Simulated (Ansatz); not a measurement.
## Rh2Ge: pressure series

The parent structure is Rh2Ge (space group Pnma, No. 62; a = 5.491 Å, b = 4.011 Å, c = 7.578 Å).

Cell and atoms are relaxed at each pressure.

All numbers come from r2SCAN/PAW in Ansatz (a first-principles code), without spin-orbit coupling, earlier PAW set.

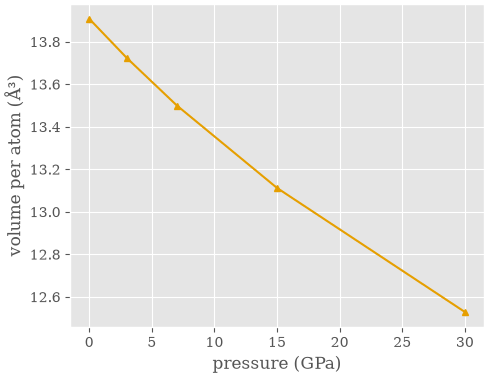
Figure: Volume per atom against pressure

Problem. From the plot, what is the volume per atom for pressure 15 GPa?

Solution. About 13.1 Å³.

Problem. Is the trend monotonic over the range shown?

Solution. Yes, it falls throughout, spanning 12.53 Å³ to 13.91 Å³.

Load acts through the strain it causes; cell and atoms are relaxed under it. Stability against distortions was not tested. Competing high-pressure phases were not computed. All final runs are without spin polarisation.
